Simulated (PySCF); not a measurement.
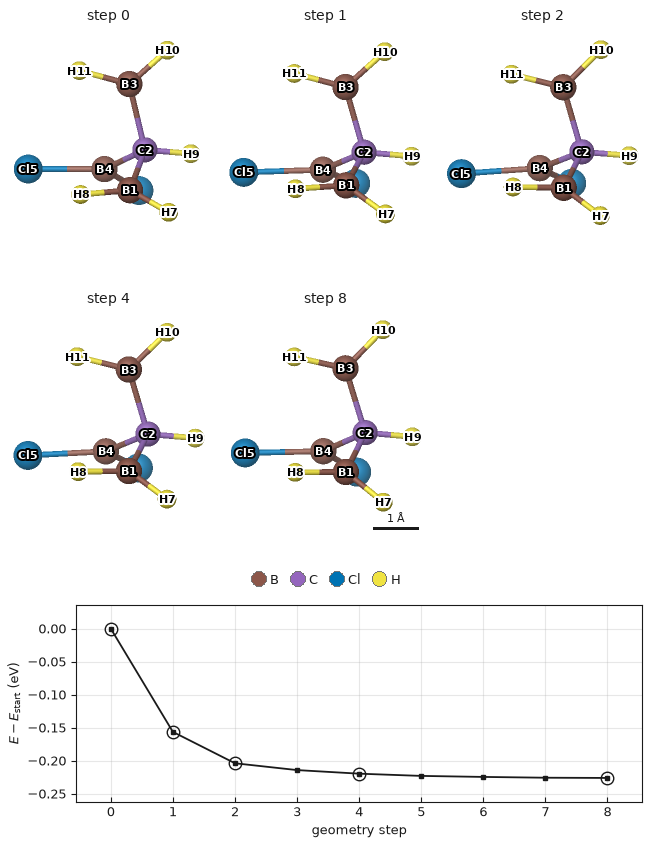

Frames of a relaxation of CH5B3Cl2, marked on the history of the run. A ball-and-stick model, seen from a free direction.

The start comes from GFN2-xTB. Its atoms were then displaced at random by about 0.01 Å.

The calculation used PBE0-D3(BJ)/def2-SVP geometry optimisation, gas phase in PySCF 2.14.0, density-fitted response routines. 

Question: Describe the path.

Answer: After 8 geometry steps the energy has fallen by 0.226 eV. The largest move after the best rigid fit is that of an H atom, 0.17 Å. By element the largest moves are H 0.17 Å, Cl 0.11 Å, C 0.08 Å, B 0.06 Å. Some distances before and after: B–H 1.150 → 1.208 Å, B–C 1.604 → 1.559 Å, B–Cl 1.708 → 1.752 Å, B–H 1.169 → 1.205 Å. Among the angles between lasting bonds that change: B–C–B 110.5° → 105.7°, B–C–H 110.7° → 114.5°, B–C–H 111.0° → 114.6°. From step 0 to 1: a Cl atom moves most (0.18 Å), energy −0.156 eV. From step 1 to 2: an H atom moves most (0.09 Å), energy −0.048 eV. From step 2 to 4: an H atom moves most (0.07 Å), energy −0.016 eV. From step 4 to 8: Cl and H atoms move most (0.11 Å), energy −0.006 eV.
